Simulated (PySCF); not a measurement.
# CH₃Cl₂In, SMILES `C[In](Cl)Cl`: electronic structure

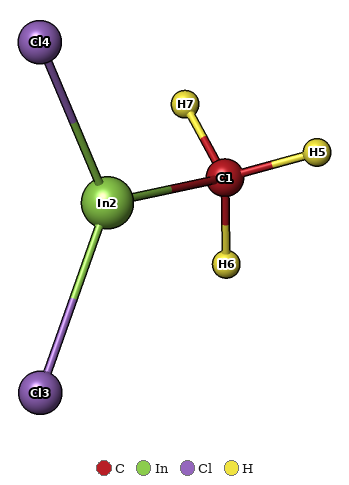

The molecule, with its atoms numbered as below. No frequency check shows the geometry to be a minimum.

Coordinates in Å:

```
C1       0.0201    2.4725   -0.0017
In2      0.0007    0.2426    0.0005
Cl3      1.9168   -1.0441   -0.0004
Cl4     -1.9294   -1.0233   -0.0004
H5      -0.2973    2.8121    0.9807
H6       1.0328    2.7975   -0.2170
H7      -0.6757    2.8132   -0.7628
```

Part 1: Bonding charge

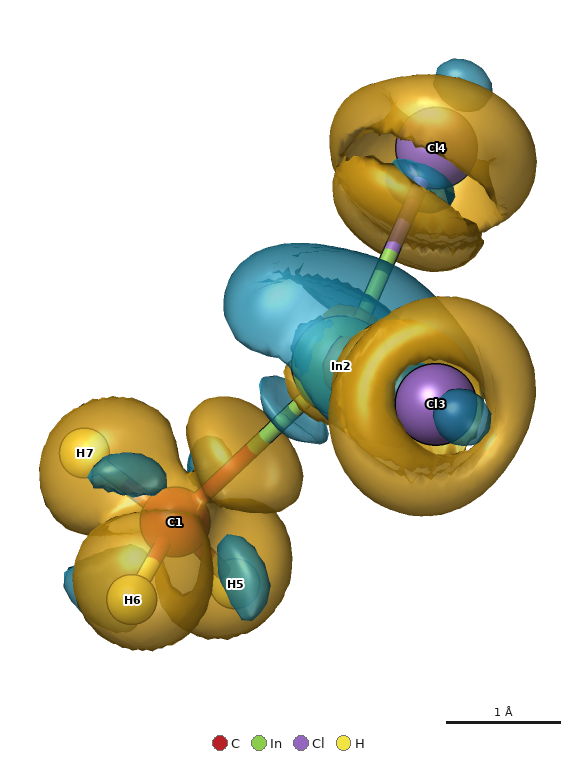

Deformation density (molecule less spherical, spin-averaged free atoms at the same positions), surfaces at ±0.05 e/Å³; yellow: gain, teal: loss.

Method: B3LYP/def2-SVPD; geometry: GFN2-xTB; program: PySCF. Core potentials replace the inner electrons of In; spin–orbit coupling isn't included.

> How much density has each bond gained at its critical point, relative to the free atoms?

C1–H6: +0.68 e/Å³ at the bond critical point (bond length 1.08 Å). C1–H7: +0.67 e/Å³ at the bond critical point (bond length 1.09 Å). C1–H5: +0.67 e/Å³ at the bond critical point (bond length 1.09 Å). C1–In2: +0.10 e/Å³ at the bond critical point (bond length 2.23 Å). In2–Cl4: 0.01 e/Å³ at the bond critical point (bond length 2.31 Å). In2–Cl3: 0.00 e/Å³ at the bond critical point (bond length 2.31 Å). In all, 1.6 electrons gather in the regions of gain relative to the promolecule. A small or negative value marks a very polar bond, one between electron-rich atoms, whose free-atom densities already overlap strongly, a long bond to a heavier atom, or a closed-shell contact such as a hydrogen bond.

> Where do the Hirshfeld charges lie?

The highest Hirshfeld charge is on In2 (+0.57 e), the lowest on Cl3 (−0.26 e).

Part 2: Bond critical points

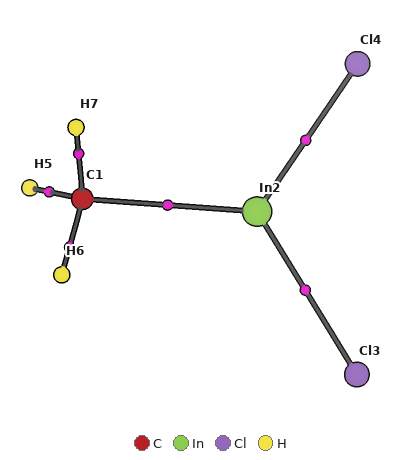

Molecular graph of the electron density (QTAIM): bond paths, bond critical points (magenta), ring points (cyan, if any); weak paths are dashed.

> How many critical points of each kind are there, and does the count close?

7 nuclei, 6 bond, 0 ring and 0 cage critical points: 7 − 6 + 0 − 0 = 1, as the Poincaré–Hopf relation requires.

> What does the calculation give at each kind of bond critical point?

```csv
bond,length (Å),ρ (a.u.),∇²ρ (a.u.),ε,H (a.u.)
C1–H6,1.085,0.277,−1.03,0.02,−0.301
C1–H7,1.086,0.276,−1.02,0.02,−0.299
C1–H5,1.087,0.275,−1.02,0.02,−0.298
C1–In2,2.230,0.084,+0.12,0.01,−0.027
In2–Cl4,2.308,0.080,+0.27,0.01,−0.014
In2–Cl3,2.308,0.080,+0.27,0.01,−0.014
```

> What kind of interaction is In2–Cl3?

Polar or intermediate (positive Laplacian, negative energy density H): ρ = 0.080, ∇²ρ = +0.27, H = −0.014 a.u.

Part 3: Electrostatic potential

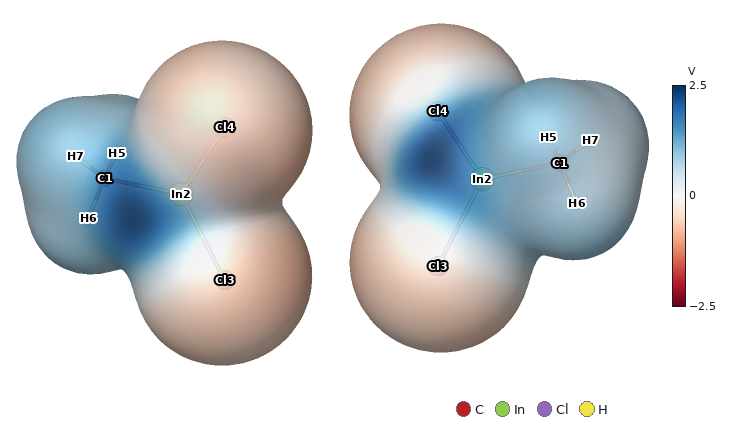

Electrostatic potential on the surface of electron density 0.001 a.u. (back view left, front view right).

> Where are the extremes of the potential on the surface?

Highest: 2.49 V, over In2, off the plane of its three bonds (2.0 Å), and at like points elsewhere. Further maxima include 0.94 V, 1.3 Å from H6; −0.39 V, 2.0 Å from Cl3. Lowest: −0.78 V, 2.1 Å from Cl3, and at like points elsewhere. Further minima include −0.57 V, 2.1 Å from Cl4; −0.57 V, 2.1 Å from Cl3. The surface is sampled at points, so like sites can differ by a few per cent and only the strongest of them is named.

> What volume does the surface enclose, and what is the dipole moment?

About 132 Å³; the dipole moment is 3.5 D.

Part 4: In an electric field

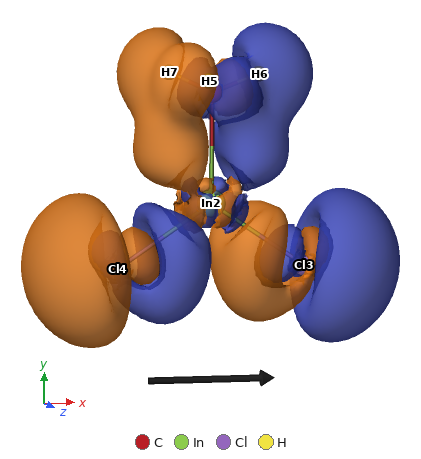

Change of the electron density in a uniform field of 0.21 V/Å along +x (arrow), surfaces at ±0.0008 e/Å³ (orange: gain, blue: loss).

PySCF calculation, B3LYP/def2-SVPD, gas phase; geometry: GFN2-xTB. Core potentials replace the inner electrons of In; spin–orbit coupling isn't included.

> What dipole is induced, and what polarisability does it imply?

The induced dipole is 0.88 D (along the field); α along this axis, from the fields in both directions, is 87 bohr³ (12.9 Å³).

> Which atoms gain and lose the most charge?

Electrons gather most on Cl4 (Hirshfeld charge changes by −0.023 e) and leave Cl3 most (+0.023 e); 0.064 electrons are displaced in all.

Part 5: Removing or adding an electron

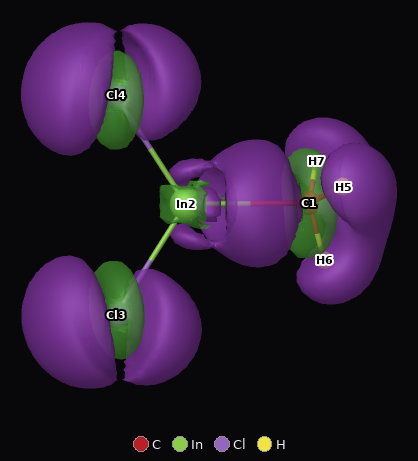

Fukui function f⁻ = ρ(N) − ρ(N−1) at fixed geometry, surfaces at ±0.01 e/Å³ (purple positive, green negative).

> On which atoms does the density change most on removal of an electron?

f⁻ (Hirshfeld-condensed) is largest on Cl3 (0.27), Cl4 (0.27) and In2 (0.17); the vertical ionisation energy is 10.35 eV (the stability of the cation's solution wasn't checked). Condensed values hint at sites of electrophilic attack but needn't mark the atom that reacts. Shares this close don't rank the sites. Orbital relaxation makes it negative in places (0.14 e in all).

The PySCF runs shown took 17 s, 38 s and 53 s on 1 thread of Arm Neoverse V1 (shared host).
